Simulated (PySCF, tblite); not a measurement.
# C4H8BClSi: geometry, infrared bands and NMR shifts

What infrared bands and NMR shifts should C4H8BClSi (`ClBCC1=C[SiH2]C1`) show?

The runs use tblite 0.8.0 and PySCF 2.14.0, with density-fitted response routines of our own; the level of theory stands in each step. All values are computed, except where a source is named. Atoms count from 0, in the outputs and in this text.

## (1) The starting structure

15 atoms, charge 0, multiplicity 1; geometry from: force field or distance geometry start.

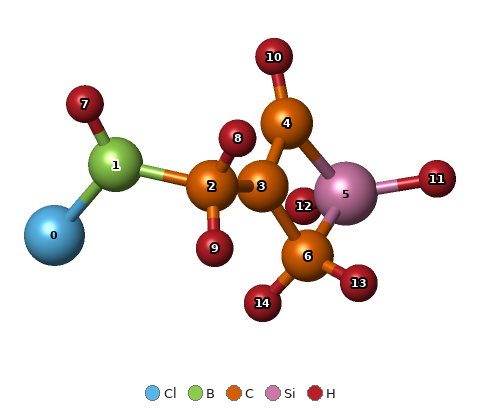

The starting geometry (chlorine blue, boron green, carbon orange, silicon pink, hydrogen red), atoms numbered.

## (2) Geometry optimisation with GFN2-xTB

What the job is given:

```
{"job": {"kind": "relax", "xc": "GFN2-xTB", "basis": "xTB"}, "charge": 0, "multiplicity": 1}
Cl    -2.288200    -0.594000    -2.194000
B     -2.431900    -0.389800    -0.373200
C     -1.234300    -0.880400     0.585900
C      0.003500    -0.100900     0.279200
C      0.359200     1.226200     0.468000
Si     2.056300     1.047100    -0.230200
C      1.330800    -0.516400    -0.300100
H     -3.401200     0.072400     0.110900
H     -1.522600    -0.727600     1.645600
H     -1.067100    -1.959200     0.414000
H     -0.173800     2.085000     0.854200
H      3.096800     1.173200     0.806400
H      2.200700     1.697100    -1.529400
H      1.854200    -1.252400     0.354300
H      1.213000    -0.872600    -1.338000
```

Started as:

```sh
OMP_NUM_THREADS=1 python probes_run.py task.json out
```

This one command runs all jobs of the session in turn.

**Question.** This job is followed by: GFN2-xTB harmonic vibrations, gas phase; GIAO PBE0/pcSseg-1 NMR shielding, non-relativistic, gas phase. Predict these results of the whole session: strongest single infrared mode (GFN2-xTB); zero-point energy (GFN2-xTB); 13C shifts against TMS (PBE0/pcSseg-1); 1H shifts against TMS (PBE0/pcSseg-1, means over atoms taken as alike); 35Cl shifts against HCl (PBE0/pcSseg-1); 11B shifts against BF3·OEt2 (PBE0/pcSseg-1); 29Si shifts against TMS (PBE0/pcSseg-1).

As calculated:

| quantity | value |
| --- | --- |
| strongest single infrared mode (GFN2-xTB) | 2258 cm⁻¹, 497 km/mol |
| zero-point energy (GFN2-xTB) | 65.9 kcal/mol |
| 13C shifts against TMS (PBE0/pcSseg-1) | 164.1, 141.7, 46.4, 22.4 ppm |
| 1H shifts against TMS (PBE0/pcSseg-1, means over atoms taken as alike) | 6.60, 6.03, 4.81, 2.90, 1.93 ppm |
| 35Cl shifts against HCl (PBE0/pcSseg-1) | 298 ppm |
| 11B shifts against BF3·OEt2 (PBE0/pcSseg-1) | 64.4 ppm |
| 29Si shifts against TMS (PBE0/pcSseg-1) | -54.5 ppm |

**Reading.** Relaxing lowered the energy by 1.206 eV in 99 steps; the close pair that moved most is Si5–C6, from 1.725 to 1.928 Å. No mode is imaginary among the 39: a minimum at this level. The strongest single mode, at 2258 cm⁻¹, moves mainly H11 and H12. GFN2-xTB is a fitted tight-binding method: band positions and strengths are rough. Its intensities can rank the bands wrongly. At PBE0/pcSseg-1: Shielding is most anisotropic at Cl0 (span 689 ppm, paramagnetic term -497 ppm).
